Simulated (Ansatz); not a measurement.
System: C2H8FSbSi (SMILES C[SiH](F)[CH2][SbH2]).

Input

```
crystal:
  periodic: [false, false, false]
  atoms:
    - { symbol: C, position_ang: [-1.7959, 0.4702, 1.1245] }
    - { symbol: Si, position_ang: [-0.2286, 0.8315, 0.2409] }
    - { symbol: F, position_ang: [0.9168, 1.2541, 1.3634] }
    - { symbol: C, position_ang: [0.3785, -0.6971, -0.6709] }
    - { symbol: Sb, position_ang: [2.161, -0.3366, -1.7312] }
    - { symbol: H, position_ang: [-2.1604, 1.447, 1.6513] }
    - { symbol: H, position_ang: [-1.6904, -0.3139, 1.8402] }
    - { symbol: H, position_ang: [-2.5788, 0.2575, 0.3592] }
    - { symbol: H, position_ang: [-0.3911, 1.952, -0.6759] }
    - { symbol: H, position_ang: [-0.4774, -0.9914, -1.375] }
    - { symbol: H, position_ang: [0.4401, -1.5331, 0.0802] }
    - { symbol: H, position_ang: [2.4267, -2.0425, -1.9694] }
    - { symbol: H, position_ang: [3.0198, -0.3325, -0.2224] }
basis:
  gaussian: { orbitals: def2-SVP }
hamiltonian:
  xc: b3lyp
  dispersion: d4
relax:
  f_tol: 0.015
  max_steps: 40
output:
  orbitals: {}
```

Launched as:

```sh
ansatz run input.yaml --threads 2 --pin off --max-ram 3072MiB --backend cpu --events-out ev --progress --plain --runs-dir out
```

The fields are those of the run's last geometry, not of the input's.

Core potentials replace the inner electrons of Sb.

The calculation used Ansatz 0.2.0, RKS B3LYP-D4/def2-SVP.

What can the converged electron density and electron localisation function tell about the bonding?

Answer. Si–F (1.64 Å): the density is about 0.96 e/Å³ at the midpoint; the ELF peaks at about 0.85 in the valence shell of F, 0.6 Å from its nucleus, and is about 0.50 at the midpoint.
C–Si (1.87 Å): ρ at the midpoint is about 0.99 e/Å³; the ELF peaks at about 0.95 between the atoms (localised, covalent bonding).
C–H (1.10 Å): the density is about 1.8 e/Å³ at the midpoint; the ELF climbs to about 1 towards the hydrogen, as it does in any bond to H: an ordinary covalent bond to hydrogen.

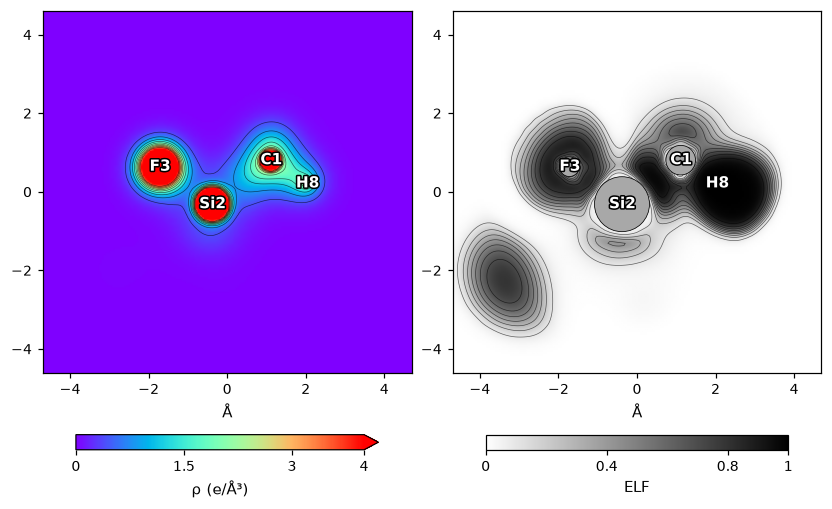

Computed electron density and electron localisation function on the plane of atoms C1, Si2 and F3, in this order. Grey discs cover the atomic cores in the ELF map. 
